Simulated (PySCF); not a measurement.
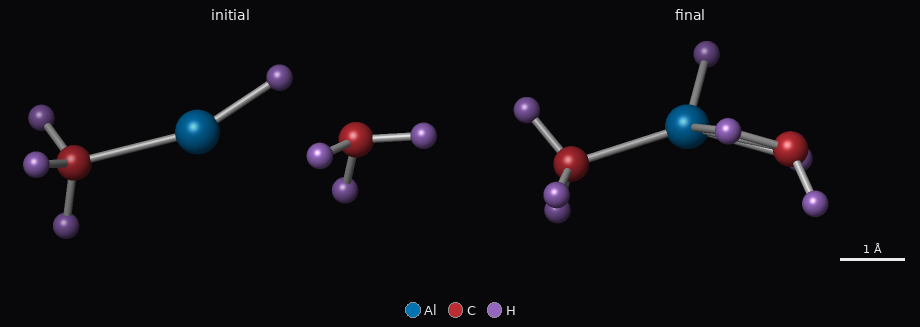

The structure of C2H7Al (coarse preliminary run) before (left) and after (right) a relaxation, at one scale.

A ball-and-stick model, seen at a tilt.

The reaction that was planned forms C2–H3 and breaks Al1–C2, Al1–H3 (atoms numbered from 1 in input order).

All numbers below come from RKS PBE0-D4/def2-SVP, partitioned rational-function steps on a Bofill-updated Hessian in PySCF. 

**Summarise the run.**

The relaxation stopped without meeting its thresholds, so the last structure isn't shown to be converged. The atom that moves furthest after the best rigid fit is an H atom (1.61 Å). By element the largest moves are H 1.61 Å, C 0.64 Å, Al 0.58 Å. Some distances before and after: Al–H 2.503 → 1.840 Å, Al–H 2.508 → 1.857 Å, Al–C 2.589 → 2.059 Å, Al–C 2.031 → 1.940 Å. New bonds form, among them: Al–C (2.59 → 2.06 Å), Al–H (2.50 → 1.84 Å), Al–H (2.51 → 1.86 Å). Among the angles between lasting bonds that change: H–Al–C 159.1° → 119.2°, H–C–H 107.6° → 126.2°, Al–C–H 113.1° → 106.3°. Groups turn about Al–C by about 55°. The energy falls by 195.6 kJ/mol in 59 geometry steps. Cost: 2.7 min on 4 threads of AMD EPYC 9R45 96-Core, on a shared host.
